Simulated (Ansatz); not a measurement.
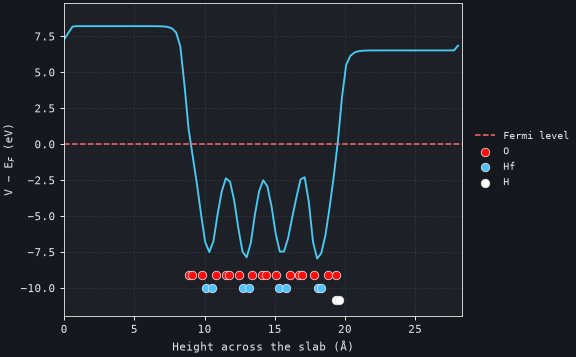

Plane-averaged electrostatic potential energy of an electron across the slab; circles at the bottom mark the heights of the atoms.

The Ansatz input:

```
crystal:
  lattice:
    - [5.1260959507, 0.0, 0.0]
    - [0.0, 5.2021810308, 0.0]
    - [0.0, 0.0, 28.3534087199]
  atoms:
    - { symbol: O, position: [0.6347922139, 0.2419181663, 0.2821530236] }
    - { symbol: O, position: [0.5361300052, 0.7580818337, 0.2898430225] }
    - { symbol: O, position: [0.183240602, 0.3358219372, 0.3151822778] }
    - { symbol: Hf, position: [0.8445046144, 0.5424419727, 0.3244246757] }
    - { symbol: Hf, position: [0.4118787143, 0.0424419727, 0.3398500722] }
    - { symbol: O, position: [0.0731427267, 0.8358219372, 0.34909247] }
    - { symbol: O, position: [0.7202533234, 0.2580818337, 0.3744317253] }
    - { symbol: O, position: [0.6215911148, 0.7419181663, 0.3821217242] }
    - { symbol: O, position: [0.2687017115, 0.1641780628, 0.4074609795] }
    - { symbol: Hf, position: [0.9299657239, 0.9575580273, 0.4167033774] }
    - { symbol: Hf, position: [0.4973398238, 0.4575580273, 0.4321287739] }
    - { symbol: O, position: [0.1586038363, 0.6641780628, 0.4413711717] }
    - { symbol: O, position: [0.8038130458, 0.2419876228, 0.4664793993] }
    - { symbol: O, position: [0.7065051534, 0.7585745998, 0.4752216339] }
    - { symbol: O, position: [0.3511685977, 0.3296121609, 0.5000185402] }
    - { symbol: Hf, position: [0.0153290805, 0.5392682253, 0.5087671552] }
    - { symbol: Hf, position: [0.5822019537, 0.0425416492, 0.5250973748] }
    - { symbol: O, position: [0.2505508006, 0.8232159439, 0.5370214716] }
    - { symbol: O, position: [0.8832988531, 0.2582503313, 0.5575512716] }
    - { symbol: O, position: [0.7965504773, 0.7423449617, 0.5669266627] }
    - { symbol: O, position: [0.4371821888, 0.1634235747, 0.5953891835] }
    - { symbol: Hf, position: [0.1148740819, 0.933688435, 0.6051828582] }
    - { symbol: Hf, position: [0.6680527949, 0.4692922063, 0.6133487001] }
    - { symbol: O, position: [0.3433998892, 0.6594220322, 0.6319336855] }
    - { symbol: O, position: [-0.0459721824, 1.2433259048, 0.6504365706] }
    - { symbol: H, position: [-0.1303493494, 1.7363112974, 0.6506069947] }
    - { symbol: H, position: [0.0876595504, 1.3714688552, 0.6585769269] }
basis:
  ecutwfc: 420
kpoints:
  mp_grid: { grid: [3, 3, 1] }
hamiltonian:
  xc: pbe
  dispersion: d3bj
scf:
  occupations: { method: gaussian, width: 0.05 }
output:
  forces: true
  eigenvalues: true
  write_density: true
  volumetric_format: npy
efield:
  axis: 3
  dipole_correction: true
  ramp_width: 0.04
```

Command:
```bash
ansatz run input.yaml --threads 4 --pin off --max-ram 10240MiB --backend cpu --events-out ev --progress --plain --runs-dir out
```

Q: Read off the work function of each face.

A: The work function is 6.51 eV at the right face and 8.20 eV at the left.

Q: How thick are slab and vacuum?

A: The outermost atoms are 10.7 Å apart, which leaves 17.7 Å of vacuum in a cell 28.4 Å high.

Q: Do the two faces differ, and what does that say about the slab's dipole?

A: The vacuum level is 1.69 eV higher at the left than at the right, so the slab carries a dipole along its normal; the ramp in the vacuum, at or near the edge of the plot, is the dipole correction that keeps each side flat.

The atoms aren't at rest in this cell (largest force 2.1 eV/Å), so the relaxed material can differ. Spin-orbit coupling is left out, which matters for Hf.
